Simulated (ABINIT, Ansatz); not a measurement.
# Tb (P6_3/mmc): from the cell to the phonon bands, part 3 of 4

How does Tb (P6_3/mmc) vibrate, and is this structure a minimum?

ABINIT 10.8.3; DFT PBEsol, scalar-relativistic, plane waves, PseudoDojo norm-conserving, 4f in core pseudopotentials (the lanthanide files made for PBE).

So far. Step 4 (Ground state): The cell stands at -0.66 GPa: the relaxation ran with a smoothed and higher cutoff, and the difference is a stress of the finite basis. Step 5 (Linear response at Γ): The acoustic modes at Γ come out as far as 2.5 cm⁻¹ from zero, where they should vanish, a small numerical error. The relaxed cell has a = 3.544, c = 5.590 Å (conventional setting).

## Step 7: Dispersion

anaddb transforms the dynamical matrices to force constants and back along the path; points of the mesh come back as solved, but for the sum rule and, in polar crystals, the LO-TO term at Γ; the rest is interpolation.

anaddb.abi

```
ddb_filepath "all_DDB"
output_file "anaddb.abo"
outdata_prefix "anaddb"
ifcflag 1
ngqpt 3 3 2
nqshft 1
q1shft 0.0 0.0 0.0
asr 1
chneut 0
dipdip 0
dipquad 0
quadquad 0
enunit 0
eivec 0
nph1l 93
qph1l 
    0.0 0.0 0.0 1.0
    0.05 0.0 0.0 1.0
    0.1 0.0 0.0 1.0
    0.15 0.0 0.0 1.0
    0.2 0.0 0.0 1.0
    0.25 0.0 0.0 1.0
    0.3 0.0 0.0 1.0
    0.35 0.0 0.0 1.0
    0.4 0.0 0.0 1.0
    0.45 0.0 0.0 1.0
    0.5 0.0 0.0 1.0
    0.48333333 0.03333333 0.0 1.0
    0.46666667 0.06666667 0.0 1.0
    0.45 0.1 0.0 1.0
    0.43333333 0.13333333 0.0 1.0
    0.41666667 0.16666667 0.0 1.0
    0.4 0.2 0.0 1.0
    0.38333333 0.23333333 0.0 1.0
    0.36666667 0.26666667 0.0 1.0
    0.35 0.3 0.0 1.0
    0.33333333 0.33333333 0.0 1.0
    0.3 0.3 0.0 1.0
    0.26666667 0.26666667 0.0 1.0
    0.23333333 0.23333333 0.0 1.0
    0.2 0.2 0.0 1.0
    0.16666667 0.16666667 0.0 1.0
    0.13333333 0.13333333 0.0 1.0
    0.1 0.1 0.0 1.0
    0.06666667 0.06666667 0.0 1.0
    0.03333333 0.03333333 0.0 1.0
    0.0 0.0 0.0 1.0
    0.0 0.0 0.05 1.0
    0.0 0.0 0.1 1.0
    0.0 0.0 0.15 1.0
    0.0 0.0 0.2 1.0
    0.0 0.0 0.25 1.0
    0.0 0.0 0.3 1.0
    0.0 0.0 0.35 1.0
    0.0 0.0 0.4 1.0
    0.0 0.0 0.45 1.0
    0.0 0.0 0.5 1.0
    0.05 0.0 0.5 1.0
    0.1 0.0 0.5 1.0
    0.15 0.0 0.5 1.0
    0.2 0.0 0.5 1.0
    0.25 0.0 0.5 1.0
    0.3 0.0 0.5 1.0
    0.35 0.0 0.5 1.0
    0.4 0.0 0.5 1.0
    0.45 0.0 0.5 1.0
    0.5 0.0 0.5 1.0
    0.48333333 0.03333333 0.5 1.0
    0.46666667 0.06666667 0.5 1.0
    0.45 0.1 0.5 1.0
    0.43333333 0.13333333 0.5 1.0
    0.41666667 0.16666667 0.5 1.0
    0.4 0.2 0.5 1.0
    0.38333333 0.23333333 0.5 1.0
    0.36666667 0.26666667 0.5 1.0
    0.35 0.3 0.5 1.0
    0.33333333 0.33333333 0.5 1.0
    0.3 0.3 0.5 1.0
    0.26666667 0.26666667 0.5 1.0
    0.23333333 0.23333333 0.5 1.0
    0.2 0.2 0.5 1.0
    0.16666667 0.16666667 0.5 1.0
    0.13333333 0.13333333 0.5 1.0
    0.1 0.1 0.5 1.0
    0.06666667 0.06666667 0.5 1.0
    0.03333333 0.03333333 0.5 1.0
    0.0 0.0 0.5 1.0
    0.5 0.0 0.5 1.0
    0.5 0.0 0.45 1.0
    0.5 0.0 0.4 1.0
    0.5 0.0 0.35 1.0
    0.5 0.0 0.3 1.0
    0.5 0.0 0.25 1.0
    0.5 0.0 0.2 1.0
    0.5 0.0 0.15 1.0
    0.5 0.0 0.1 1.0
    0.5 0.0 0.05 1.0
    0.5 0.0 0.0 1.0
    0.33333333 0.33333333 0.5 1.0
    0.33333333 0.33333333 0.45 1.0
    0.33333333 0.33333333 0.4 1.0
    0.33333333 0.33333333 0.35 1.0
    0.33333333 0.33333333 0.3 1.0
    0.33333333 0.33333333 0.25 1.0
    0.33333333 0.33333333 0.2 1.0
    0.33333333 0.33333333 0.15 1.0
    0.33333333 0.33333333 0.1 1.0
    0.33333333 0.33333333 0.05 1.0
    0.33333333 0.33333333 0.0 1.0
```

mrgddb.in

```
all_DDB
merged
6
dfpt_gammao_DDB
dfpt_qo_DS1_DDB
dfpt_qo_DS2_DDB
dfpt_qo_DS3_DDB
dfpt_qo_DS4_DDB
dfpt_qo_DS5_DDB
```

The run is started by

```bash
mrgddb < mrgddb.in > mrgddb.log
OMP_NUM_THREADS=1 anaddb anaddb.abi > anaddb.log
```

anaddb.abo, the main output file:

```text
[banners, grids, parts of the stress and lines that vanish by symmetry left out]
-outvars_anaddb: echo values of input variables ----------------------

 Flags :
[...]
Phonon wavevector (reduced coordinates) :  0.00000  0.00000  0.00000
 Phonon energies in Hartree :
[...]
Phonon frequencies in cm-1    :
-  0.000000E+00  0.000000E+00  0.000000E+00  5.938003E+01  5.938003E+01
-  1.044060E+02
[...]
Phonon wavevector (reduced coordinates) :  0.05000  0.00000  0.00000
 Phonon energies in Hartree :
[...]
Phonon frequencies in cm-1    :
-  1.003165E+01  1.047673E+01  1.568517E+01  6.055098E+01  6.105988E+01
-  1.045059E+02
[...]
Phonon wavevector (reduced coordinates) :  0.10000  0.00000  0.00000
 Phonon energies in Hartree :
[...]
Phonon frequencies in cm-1    :
-  1.951981E+01  2.047132E+01  3.092220E+01  6.379799E+01  6.560373E+01
-  1.047273E+02
[...]
Phonon wavevector (reduced coordinates) :  0.15000  0.00000  0.00000
 Phonon energies in Hartree :
[...]
Phonon frequencies in cm-1    :
-  2.800920E+01  2.955142E+01  4.528399E+01  6.845802E+01  7.187582E+01
-  1.048711E+02
[...]
Phonon wavevector (reduced coordinates) :  0.20000  0.00000  0.00000
 Phonon energies in Hartree :
[...]
Phonon frequencies in cm-1    :
-  3.519335E+01  3.737956E+01  5.838674E+01  7.374334E+01  7.870196E+01
-  1.047075E+02
[...]
Phonon wavevector (reduced coordinates) :  0.25000  0.00000  0.00000
 Phonon energies in Hartree :
[...]
Phonon frequencies in cm-1    :
-  4.093345E+01  4.374786E+01  6.991111E+01  7.895628E+01  8.518887E+01
-  1.040798E+02
  Phonon wavevector (reduced coordinates) :  0.30000  0.00000  0.00000
 Phonon energies in Hartree :
[...]
Phonon frequencies in cm-1    :
-  4.524296E+01  4.859610E+01  7.961729E+01  8.358776E+01  9.076728E+01
-  1.029814E+02
  Phonon wavevector (reduced coordinates) :  0.35000  0.00000  0.00000
 Phonon energies in Hartree :
[...]
Phonon frequencies in cm-1    :
-  4.825362E+01  5.200717E+01  8.732835E+01  8.734965E+01  9.512657E+01
-  1.015819E+02
  Phonon wavevector (reduced coordinates) :  0.40000  0.00000  0.00000
 Phonon energies in Hartree :
[...]
Phonon frequencies in cm-1    :
-  5.016914E+01  5.417434E+01  9.003033E+01  9.302711E+01  9.813085E+01
-  1.001907E+02
  Phonon wavevector (reduced coordinates) :  0.45000  0.00000  0.00000
 Phonon energies in Hartree :
[...]
Phonon frequencies in cm-1    :
-  5.120650E+01  5.533818E+01  9.164947E+01  9.659794E+01  9.916436E+01
-  9.976683E+01
  Phonon wavevector (reduced coordinates) :  0.50000  0.00000  0.00000
 Phonon energies in Hartree :
[...]
Phonon frequencies in cm-1    :
-  5.153158E+01  5.569985E+01  9.218732E+01  9.787465E+01  9.878632E+01
-  1.002232E+02
  Phonon wavevector (reduced coordinates) :  0.48333  0.03333  0.00000
 Phonon energies in Hartree :
[...]
Phonon frequencies in cm-1    :
-  5.204607E+01  5.589797E+01  9.170799E+01  9.778575E+01  9.846263E+01
-  1.004968E+02
  Phonon wavevector (reduced coordinates) :  0.46667  0.06667  0.00000
 Phonon energies in Hartree :
[...]
Phonon frequencies in cm-1    :
-  5.353189E+01  5.649383E+01  9.044796E+01  9.750283E+01  9.752499E+01
-  1.011541E+02
  Phonon wavevector (reduced coordinates) :  0.45000  0.10000  0.00000
 Phonon energies in Hartree :
[...]
Phonon frequencies in cm-1    :
-  5.583204E+01  5.749077E+01  8.871096E+01  9.594043E+01  9.710997E+01
-  1.019337E+02
[...]
Phonon wavevector (reduced coordinates) :  0.10000  0.00000  0.50000
 Phonon energies in Hartree :
[...]
Phonon frequencies in cm-1    :
-  4.876322E+01  4.876322E+01  5.155300E+01  5.155300E+01  8.390927E+01
-  8.390927E+01
  Phonon wavevector (reduced coordinates) :  0.15000  0.00000  0.50000
 Phonon energies in Hartree :
[...]
Phonon frequencies in cm-1    :
-  5.317782E+01  5.317782E+01  5.748415E+01  5.748415E+01  8.533240E+01
-  8.533240E+01
  Phonon wavevector (reduced coordinates) :  0.20000  0.00000  0.50000
 Phonon energies in Hartree :
[...]
Phonon frequencies in cm-1    :
-  5.791975E+01  5.791975E+01  6.200394E+01  6.200394E+01  8.856313E+01
-  8.856313E+01
  Phonon wavevector (reduced coordinates) :  0.25000  0.00000  0.50000
 Phonon energies in Hartree :
[...]
Phonon frequencies in cm-1    :
-  6.233957E+01  6.233957E+01  6.429146E+01  6.429146E+01  9.356504E+01
-  9.356504E+01
  Phonon wavevector (reduced coordinates) :  0.30000  0.00000  0.50000
 Phonon energies in Hartree :
[...]
Phonon frequencies in cm-1    :
-  6.502316E+01  6.502316E+01  6.604991E+01  6.604991E+01  9.918184E+01
-  9.918184E+01
  Phonon wavevector (reduced coordinates) :  0.35000  0.00000  0.50000
 Phonon energies in Hartree :
[...]
Phonon frequencies in cm-1    :
-  6.506662E+01  6.506662E+01  6.888403E+01  6.888403E+01  1.042783E+02
-  1.042783E+02
[...]
Phonon wavevector (reduced coordinates) :  0.33333  0.33333  0.05000
 Phonon energies in Hartree :
[...]
Phonon frequencies in cm-1    :
-  7.037823E+01  7.037823E+01  7.980400E+01  7.980400E+01  9.367300E+01
-  1.047676E+02
  Phonon wavevector (reduced coordinates) :  0.33333  0.33333  0.00000
 Phonon energies in Hartree :
[...]
Phonon frequencies in cm-1    :
-  7.469532E+01  7.469532E+01  7.557593E+01  7.557593E+01  9.361623E+01
-  1.048478E+02
-
```

It took 0.57 s on 1 thread of Arm Neoverse N1, shared host.

Numbers from this step:

* lowest frequency on the path: 0 cm⁻¹

Anaddb. The phonon branches at the labelled points (cm⁻¹):

```
    point  branch 1  branch 2  branch 3  branch 4  branch 5  branch 6
        Γ         0         0         0        59        59       104
        M        52        56        92        98        99       100
        K        75        75        76        76        94       105
        Γ         0         0         0        59        59       104
        A        44        44        44        44        83        83
        L        65        65        72        72       112       112
        H        42        42        99        99       104       104
        A        44        44        44        44        83        83
jump to L        65        65        72        72       112       112
        M        52        56        92        98        99       100
jump to H        42        42        99        99       104       104
        K        75        75        76        76        94       105
```

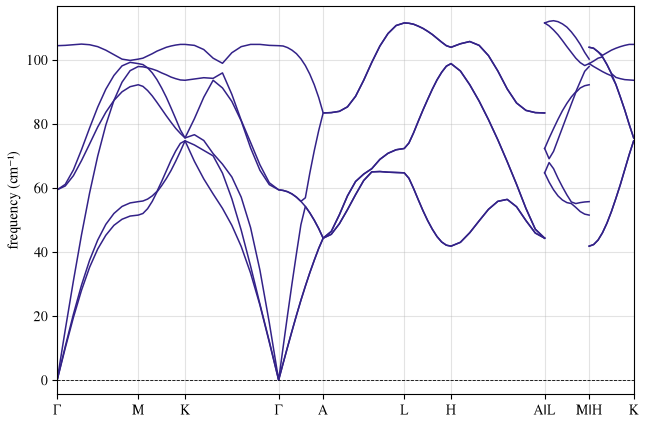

Phonon branches along the path.

All branches are real along the path.

## Step 8: Sums over the zone

Sums over the zone need many more wavevectors than were solved, so the interpolation is sampled on a dense mesh.

anaddb.abi

```
ddb_filepath "all_DDB"
output_file "anaddb.abo"
outdata_prefix "anaddb"
ifcflag 1
ngqpt 3 3 2
nqshft 1
q1shft 0.0 0.0 0.0
asr 1
chneut 0
dipdip 0
dipquad 0
quadquad 0
prtdos 2
ng2qpt 15 15 8
dosdeltae 4.5563e-06
ntemper 11
temperinc 100.0
tempermin 0.0
```

The run is started by

```bash
OMP_NUM_THREADS=1 anaddb anaddb.abi > anaddb.log
```

anaddb.abo, the main output file:

```text
-outvars_anaddb: echo values of input variables ----------------------

 Flags :
     ifcflag         1
 Miscellaneous information :
         asr         1
      chneut         0
 Interatomic Force Constants Inputs :
      dipdip         0
     dipquad         0
    quadquad         0
      ifcana         0
      ifcout         0
 Description of grid 1 :
        brav         1
       ngqpt         3         3         2
      nqshft         1
      q1shft
                     0.00000000E+00  0.00000000E+00  0.00000000E+00
 Phonon DOS information :
   dosdeltae  4.55630000E-06
    dossmear  4.55633525E-06
 Description of grid 2 (Fourier interp. or BZ sampling):
      ng2qpt        15        15         8
      ngrids         4
      q2shft         0.00000000E+00  0.00000000E+00  0.00000000E+00

================================================================================

 read the DDB information and perform some checks

  ==== Info on the Cryst% object ====
 Real(R)+Recip(G) space primitive vectors, cartesian coordinates (Bohr,Bohr^-1):
 R(1)=  6.6977947  0.0000000  0.0000000  G(1)=  0.1493029  0.0862001  0.0000000
 R(2)= -3.3488973  5.8004603  0.0000000  G(2)=  0.0000000  0.1724001  0.0000000
 R(3)=  0.0000000  0.0000000 10.5644930  G(3)=  0.0000000  0.0000000  0.0946567
 Unit cell volume ucvol=  4.1043364E+02 bohr^3
 Angles (23,13,12)=  9.00000000E+01  9.00000000E+01  1.20000000E+02 degrees
 Time-reversal symmetry is present
 Reduced atomic positions [iatom, xred, symbol]:
    1)    0.3333333  0.6666667  0.2500000  Tb
    2)    0.6666667  0.3333333  0.7500000  Tb

 DDB file with 6 blocks has been read.

================================================================================

 Calculation of the interatomic forces

       Homogeneous q point set in the B.Z.
 Grid q points  :       18
  1)   0.00000000E+00  0.00000000E+00  0.00000000E+00
  2)   3.33333333E-01  0.00000000E+00  0.00000000E+00
  3)  -3.33333333E-01  0.00000000E+00  0.00000000E+00
  4)   0.00000000E+00  3.33333333E-01  0.00000000E+00
  5)   3.33333333E-01  3.33333333E-01  0.00000000E+00
  6)  -3.33333333E-01  3.33333333E-01  0.00000000E+00
  7)   0.00000000E+00 -3.33333333E-01  0.00000000E+00
  8)   3.33333333E-01 -3.33333333E-01  0.00000000E+00
  9)  -3.33333333E-01 -3.33333333E-01  0.00000000E+00
 10)   0.00000000E+00  0.00000000E+00  5.00000000E-01
 11)   3.33333333E-01  0.00000000E+00  5.00000000E-01
 12)  -3.33333333E-01  0.00000000E+00  5.00000000E-01
 13)   0.00000000E+00  3.33333333E-01  5.00000000E-01
 14)   3.33333333E-01  3.33333333E-01  5.00000000E-01
 15)  -3.33333333E-01  3.33333333E-01  5.00000000E-01
 16)   0.00000000E+00 -3.33333333E-01  5.00000000E-01
 17)   3.33333333E-01 -3.33333333E-01  5.00000000E-01
 18)  -3.33333333E-01 -3.33333333E-01  5.00000000E-01

 The interatomic forces have been obtained

================================================================================

 Calculation of phonon density of states

 Average speed of sound partial sums:     0.9319709100E-03 (at units)
-                                   =           2.0389 [km/s]

 Debye frequency from partial sums:     0.4888080668E-03 (Ha)
-                                 =     0.3216202577E+01 (THz)
-Debye temperature from partial sums:     0.1543533794E+03 (K)

 Average speed of sound:     0.9829232719E-03 (at units)
-                      =           2.1503 [km/s]

 Debye frequency from DOS:     0.5155319970E-03 (Ha)
-                        =     0.3392037591E+01 (THz)
-Debye temperature from DOS:     0.1627921291E+03 (K)

-
```

Wall time 0.62 s (1 thread).

Numbers from this step:

```yaml
share_of_modes_beyond_3i_cm_minus1_on_the_dense_interpolated_mesh: 0
zero_point_energy_per_atom: 14.18 meV
heat_capacity_at_300_k: 24.65 J/(mol atoms K)
vibrational_entropy_at_300_k: 51.32 J/(mol atoms K)
```

The phonon density of states has structure finer than the step of the table below, so its rows give means over 10 cm⁻¹, whole bins alone (the curve runs from -30 to 135 cm⁻¹). Peaks (cm⁻¹: height): 51.0: 0.108, 104.0: 0.225.

Tetrahedra. The phonon density of states by wavenumber; means over each step:

```
wavenumber (cm⁻¹)  phonon density of states (1/cm⁻¹/cell)
                0                                  1.8e-5
               10                                  5.0e-4
               20                                 0.00281
               30                                 0.00787
               40                                  0.0238
               50                                  0.0939
               60                                  0.0823
               70                                  0.0634
               80                                  0.0842
               90                                  0.0845
              100                                   0.117
              110                                  0.0395
              120                                       0
```

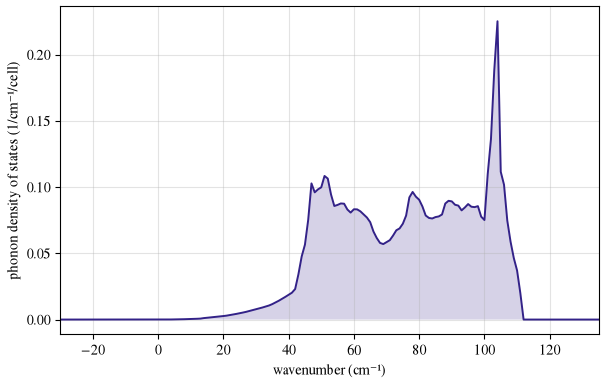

Phonon density of states against wavenumber.

Harmonic thermodynamic functions per atom, summed over the density of states scaled to three modes an atom; melting is ignored. Thermodynamic functions:

```
T (K)  F_vib (meV/atom)  S (J/mol-atom/K)  C_V (J/mol-atom/K)
    0             14.18                 0                   0
   50             12.23             11.14               16.86
  100               2.6             25.07               22.45
  200            -32.71             41.39               24.28
  300            -81.09             51.32               24.65
  400            -138.1             58.43               24.77
  500            -201.7             63.97               24.84
  600            -270.4              68.5               24.87
  700            -343.4             72.33               24.89
  800            -420.1             75.66                24.9
  900            -500.1             78.59               24.91
 1000              -583             81.22               24.92
```

At 300 K the heat capacity has reached 99 % of the Dulong-Petit value.

(Part 3 of 4 ends here.)

[Host names and launcher messages were left out of these logs when they were recorded.]

[Logs are printed without paths, hosts, clocks, repeated set-up lines and the standing remarks that a program may print on its own settings, such as how far it seeks lower states.]

[Hosts, paths, dates, database ids (printed as entryN), source tags and the programs' standing remarks are cut or masked in the printed files.]
